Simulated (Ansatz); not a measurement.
The calculation's input:

```
crystal:
  periodic: [false, false, false]
  atoms:
    - { symbol: Ti, position_ang: [0.0, 0.0, 0.0] }
    - { symbol: Cl, position_ang: [0.0, 0.0, 2.72] }
    - { symbol: F, position_ang: [1.7257, 0.0, -0.6094] }
    - { symbol: F, position_ang: [-0.8619, 1.4933, -0.6094] }
    - { symbol: F, position_ang: [-0.8619, -1.4933, -0.6094] }
    - { symbol: P, position_ang: [-2.5812, 0.0, 0.8577] }
    - { symbol: H, position_ang: [-3.3476, -0.8853, 0.0544] }
    - { symbol: H, position_ang: [-2.631, -0.4268, 2.2111] }
    - { symbol: H, position_ang: [-1.526, 0.0, 2.1738] }
basis:
  gaussian: { orbitals: def2-SVP }
hamiltonian:
  xc: b3lyp
  dispersion: d4
relax:
  f_tol: 0.15
  max_steps: 25
  restrain:
    - { distance: [0, 5], at: 3.62, k: 30.0 }
    - { distance: [8, 1], at: 2.57, k: 30.0 }
    - { distance: [0, 1], at: 2.37, k: 30.0 }
    - { distance: [8, 5], at: 1.42, k: 30.0 }
output:
  orbitals: {}
```

Launched as:

```sh
ansatz run input.yaml --threads 4 --pin off --max-ram 5120MiB --backend cpu --events-out ev --progress --plain --runs-dir out
```

The fields are those of the run's last geometry, not of the input's.

Not at a stationary point (largest force 1.6 eV/Å).

These are results of Ansatz 0.2.0, RKS B3LYP-D4/def2-SVP, not measurements.

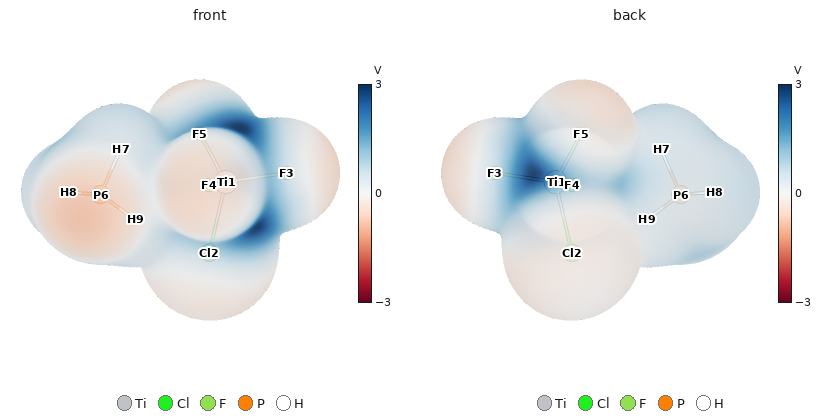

ClF3Ti···PH3. The electrostatic potential painted on the density surface at 0.002 e/bohr³, seen from the front and from behind; the colour scale runs from red (negative) to blue (positive).

Question: Where is the surface potential most negative and most positive?

Answer: The most negative region (about −0.8 V) lies over P6, the most positive (about +2.9 V) over Ti1.
